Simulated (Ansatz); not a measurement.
# Frequency calculation of C₂H₆Si

C₂H₆Si, SMILES C=C[SiH3], computed with PBE/def2-SVP, RKS (Ansatz 0.2.0).

The geometry was optimised with PBE/def2-SVP.

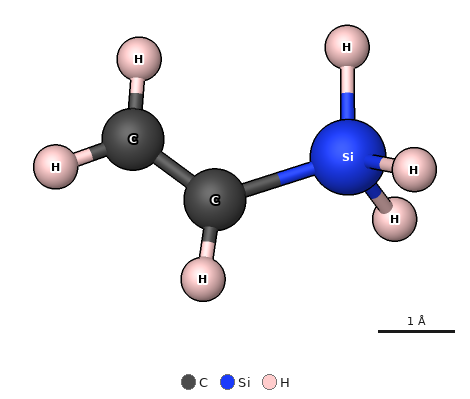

Figure 1. The structure (ball-and-stick view, seen at a tilt).

**Input**
```yaml
crystal:
  periodic: [false, false, false]
  atoms:
    - {symbol: C, position_ang: [-0.726873, 0.885269, -1.066813]}
    - {symbol: C, position_ang: [-0.073735, 0.713136, 0.100239]}
    - {symbol: Si, position_ang: [0.568372, -0.944328, 0.710066]}
    - {symbol: H, position_ang: [-0.929243, 0.043119, -1.751821]}
    - {symbol: H, position_ang: [-1.090895, 1.874904, -1.394519]}
    - {symbol: H, position_ang: [0.094630, 1.601989, 0.738054]}
    - {symbol: H, position_ang: [2.061382, -0.902297, 0.911690]}
    - {symbol: H, position_ang: [0.236337, -2.010543, -0.299105]}
    - {symbol: H, position_ang: [-0.051375, -1.307550, 2.035010]}
basis:
  gaussian: {orbitals: def2-SVP}
hamiltonian: {xc: pbe}
phonons: {temperatures: {t_min: 298.15, t_max: 298.15, t_step: 1}}
```

Hardware: 1 thread of Arm Neoverse V2, 112 GiB of memory available, shared host.

Run as:
```bash
ansatz run molecule.yaml --threads 1 --pin off --max-ram 3480MiB --events-out events.jsonl --progress --plain --runs-dir runs
```

**The program's output**
```
Functional definition: PBE
  name "PBE"
  parameter kappa = 0.804
  parameter beta = 0.06672455060314922
  exchange = pbe_x(kappa = kappa, mu = beta*pi^2/3)
  correlation = pbe_c(beta = beta)
860 factors; their error is unknown
mean field evaluation 1: about -10031.0541 eV, gradient 4.6e1 eV
mean field evaluation 2: about -10022.6304 eV, gradient 7.1e1 eV
mean field evaluation 4: about -10037.1423 eV, gradient 2.7e0 eV
mean field evaluation 8: about -10037.1696 eV, gradient 1.8e-1 eV
mean field evaluation 16: about -10037.1136 eV, gradient 1.2e-4 eV
mean field -10037.11361263 eV, -368.8571218641 hartree, gradient 4.4e-5 eV, S^2 0.000000; 0 other end points of the search recorded, 0 dependent functions left out
the calculation of the forces begins
reference -10037.11364547 eV, -368.8571230710 hartree; 16, 16 occupied and 60, 60 virtual orbitals, 860 factors
these checks for a lower state are left out or cut short: stability, starts, cluster_reference, orbital_swaps, neighbouring_geometries, increment
860 factors; their error is unknown
mean field -10037.11352893 eV, -368.8571187884 hartree, gradient 1.8e-6 eV, S^2 0.000000; 0 other end points of the search recorded, 0 dependent functions left out
[... from here on the field's lines of each further geometry are left out, up to the last ...]
the calculation of the forces begins
reference -10037.11360292 eV, -368.8571215073 hartree; 16, 16 occupied and 60, 60 virtual orbitals, 860 factors
these checks for a lower state are left out or cut short: stability, starts, cluster_reference, orbital_swaps, neighbouring_geometries, increment
860 factors; their error is unknown
mean field -10037.11357254 eV, -368.8571203909 hartree, gradient 1.9e-6 eV, S^2 0.000000; 0 other end points of the search recorded, 0 dependent functions left out
the calculation of the forces begins
reference -10037.11360538 eV, -368.8571215977 hartree; 16, 16 occupied and 60, 60 virtual orbitals, 860 factors
Total energy: -10037.11364547 eV, -368.8571230710 hartree
Atom 0 at    -0.726873     0.885269    -1.066813 Å, force    -0.000617     0.000802    -0.000864 eV/Å
Atom 1 at    -0.073735     0.713136     0.100239 Å, force     0.000899    -0.001080     0.001302 eV/Å
Atom 2 at     0.568372    -0.944328     0.710066 Å, force     0.000435    -0.000996     0.000255 eV/Å
Atom 3 at    -0.929243     0.043119    -1.751821 Å, force     0.000054    -0.000138     0.000192 eV/Å
Atom 4 at    -1.090895     1.874904    -1.394519 Å, force     0.000096     0.000011     0.000119 eV/Å
Atom 5 at     0.094630     1.601989     0.738054 Å, force    -0.000488     0.000940    -0.000503 eV/Å
Atom 6 at     2.061382    -0.902297     0.911690 Å, force    -0.000627     0.000038    -0.000146 eV/Å
Atom 7 at     0.236337    -2.010543    -0.299105 Å, force     0.000123     0.000167     0.000270 eV/Å
Atom 8 at    -0.051375    -1.307550     2.035010 Å, force     0.000126     0.000256    -0.000625 eV/Å
Dipole moment:    -0.057724     0.122270    -0.064473 e Å
Vibrations: 135.54 264.30 410.64 596.03 687.99 693.69 890.79 900.64 919.68 942.67 981.83 1004.90 1231.24 1371.02 1621.07 2154.70 2154.95 2169.43 3047.81 3063.84 3140.83 cm⁻¹, zero-point energy 1.759559 eV
```

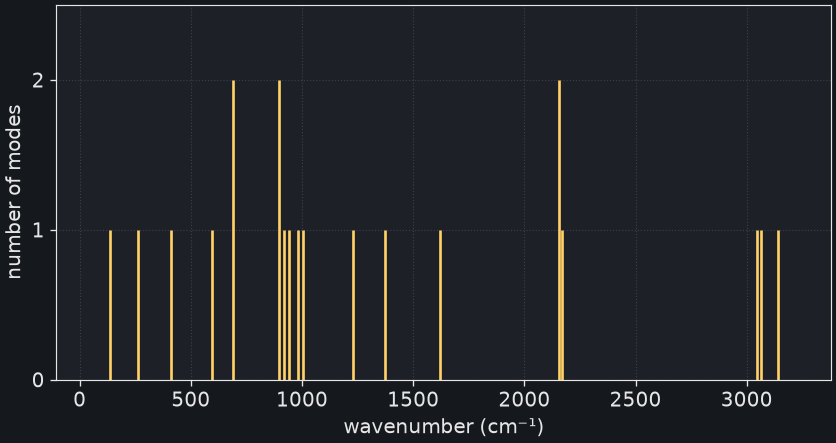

Figure 2. Harmonic vibrational wavenumbers from the force constants; neighbouring modes closer than 14 cm⁻¹ are counted in one stick. 21 modes from 136 to 3141 cm⁻¹, none imaginary.

**Results in brief**

| quantity | value |
| --- | --- |
| outcome | converged |
| total energy | −368.857123 hartree |
| basis functions | 76 |
| largest force | 0.002 eV/Å |
| zero-point energy | 0.064663 hartree |
| dipole moment | 0.72 D |
| wavenumbers, lowest and highest | 136 and 3141 cm⁻¹ |
| wall time | 54 s |
| peak memory | 0.1 GiB |
